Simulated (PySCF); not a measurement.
**NMR shielding calculation of C7H4ClFO**

- system: C7H4ClFO (4-Chlorobenzoyl fluoride (2g))
- method: GIAO WP04/pcSseg-2 NMR shielding, non-relativistic, IEF-PCM chloroform (PySCF 2.14.0)

The geometry comes from this level: PBE0-D3(BJ)/def2-TZVP. Figures and captions count atoms from 1; the log counts them from 0 in places.

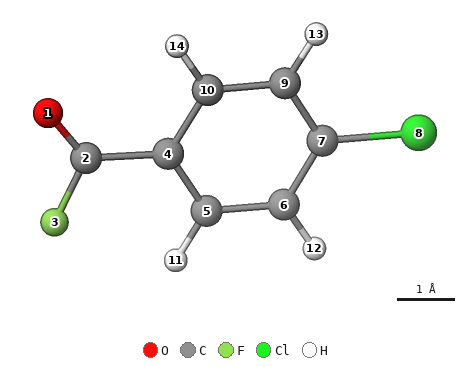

Fig. 1: The structure (ball-and-stick view, seen at a tilt; atoms are numbered from 1 in the order of the input). Bond lengths as drawn: C–C 1.38 to 1.47 Å, C–Cl 1.72 Å, C–F 1.35 Å, C–H 1.08 Å and C–O 1.18 Å.

**The input**
```
{"job": {"kind": "nmr", "xc": "WP04", "basis": "pcSseg-2", "pop": false, "solvent": "chloroform"}, "charge": 0, "multiplicity": 1}
O      2.966256     1.217152    -0.373271
C      2.308658     0.240537    -0.493316
F      2.866010    -0.896718    -0.956826
C      0.879578     0.076055    -0.191418
C      0.218503    -1.134436    -0.379259
C     -1.127867    -1.242754    -0.084479
C     -1.807181    -0.133276     0.398428
Cl    -3.483558    -0.263811     0.764396
C     -1.160934     1.081159     0.592076
C      0.183394     1.180297     0.295169
H      0.760050    -1.991654    -0.756567
H     -1.654436    -2.177440    -0.225754
H     -1.712974     1.931383     0.970596
H      0.713791     2.114027     0.435430
```

The first line tells a small driver script what to run in PySCF; the rest is the geometry in Å.

Machine: 2 CPU threads, shared host.

Launched with:
```bash
OMP_NUM_THREADS=2 python <driver script> task.json out
```

**What the program printed**
```
coarse grid: 13880 points
cycle   1  E = -918.0994032440  dE =  1.811e+00  |g| = 1.330e+00  |ddm| = 3.500e+00
cycle   2  E = -917.2760708881  dE =  8.233e-01  |g| = 2.453e+00  |ddm| = 3.145e+00
cycle   3  E = -918.3504475955  dE = -1.074e+00  |g| = 4.786e-01  |ddm| = 2.495e+00
cycle   4  E = -918.3903211484  dE = -3.987e-02  |g| = 1.664e-01  |ddm| = 4.365e-01
cycle   5  E = -918.3941102194  dE = -3.789e-03  |g| = 5.232e-02  |ddm| = 1.260e-01
cycle   6  E = -918.3946222543  dE = -5.120e-04  |g| = 1.352e-02  |ddm| = 5.802e-02
cycle   7  E = -918.3946591232  dE = -3.687e-05  |g| = 5.361e-03  |ddm| = 1.804e-02
cycle   8  E = -918.3946647942  dE = -5.671e-06  |g| = 1.849e-03  |ddm| = 5.234e-03
final grid: 134504 points
cycle   9  E = -918.4026639205  dE = -1.850e-04  |g| = 9.937e-03  |ddm| = 1.144e-01
cycle  10  E = -918.4026213352  dE =  4.259e-05  |g| = 1.718e-02  |ddm| = 2.080e-02
cycle  11  E = -918.4026848108  dE = -6.348e-05  |g| = 3.195e-03  |ddm| = 1.246e-02
cycle  12  E = -918.4026865941  dE = -1.783e-06  |g| = 1.066e-03  |ddm| = 2.869e-03
cycle  13  E = -918.4026867919  dE = -1.978e-07  |g| = 2.876e-04  |ddm| = 1.001e-03
cycle  14  E = -918.4026868026  dE = -1.066e-08  |g| = 1.142e-04  |ddm| = 2.539e-04
cycle  15  E = -918.4026868048  dE = -2.208e-09  |g| = 2.941e-05  |ddm| = 1.161e-04
cycle  16  E = -918.4026868050  dE = -1.846e-10  |g| = 1.105e-05  |ddm| = 3.206e-05
```

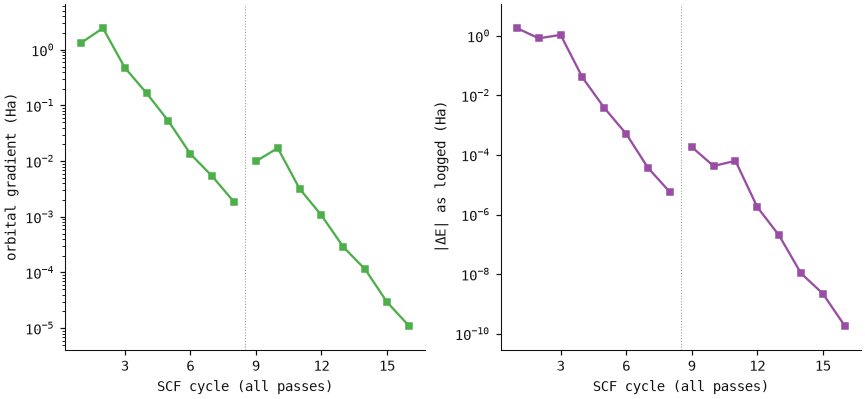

Fig. 2: Convergence of the self-consistent field: orbital gradient and size of the energy change against the SCF cycle. The dotted line marks the change from a coarse to the final integration grid. The first 8 cycles use a coarse grid, the final grid takes over at cycle 9, and the field converges after 16 cycles in all.

```
converged SCF energy = -918.4026868050

GIAO shielding tensors (ppm)
atom      isotropic    diamagn.    paramagn.     s11        s22        s33       span
  0 O      -68.399     394.361    -462.760   -304.493   -170.213    269.509    574.002
  1 C        3.065     252.143    -249.078   -107.552     25.871     90.876    198.428
  2 F      166.536     472.840    -306.304    -46.449    252.792    293.265    339.714
  3 C       41.559     259.248    -217.689    -49.082     28.787    144.973    194.055
  4 C       31.102     256.040    -224.938    -73.087      4.313    162.081    235.169
  5 C       34.793     254.956    -220.164    -65.884     23.545    146.717    212.601
  6 C       11.714     255.864    -244.149    -87.816     15.707    107.253    195.069
  7 Cl     648.831    1148.922    -500.092    443.862    544.805    957.825    513.963
  8 C       34.540     254.964    -220.424    -65.968     23.045    146.543    212.511
  9 C       29.150     256.420    -227.269    -81.148      6.631    161.968    243.116
 10 H       23.707      31.772      -8.065     19.663     22.743     28.715      9.052
 11 H       24.194      29.934      -5.740     20.073     23.089     29.419      9.345
 12 H       24.172      29.992      -5.819     20.058     23.075     29.384      9.326
 13 H       23.534      32.632      -9.099     19.739     22.593     28.269      8.531
```

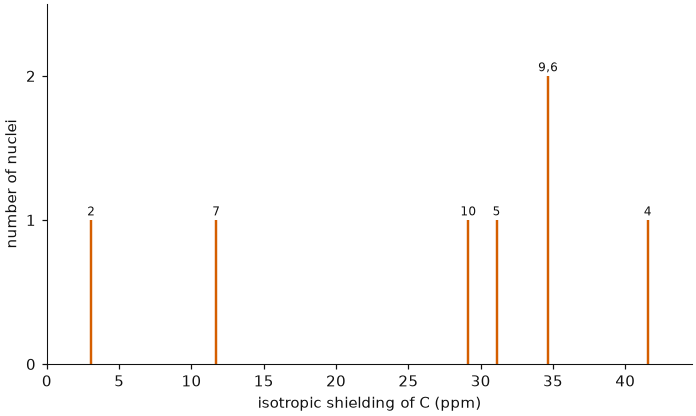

Fig. 3: Isotropic shieldings of the carbon nuclei in this fixed geometry, labelled by atom number; shielding grows to the right, so chemical shift grows to the left. The least shielded is C2 (3.1 ppm), the most shielded C4 (41.6 ppm).

**Key numbers**

- outcome: converged
- total energy: −918.402687 hartree
- HOMO: −8.84 eV
- LUMO: −4.21 eV
- dipole moment: 3.26 D
- isotropic shielding, O: −68.4 ppm
- isotropic shielding, C: 3.1 to 41.6 ppm
- isotropic shielding, F: 166.5 ppm
- isotropic shielding, Cl: 648.8 ppm
- isotropic shielding, H: 23.5 to 24.2 ppm
- wall time: 72 s (CPU time 2.7 min)
- peak memory: 2.9 GiB
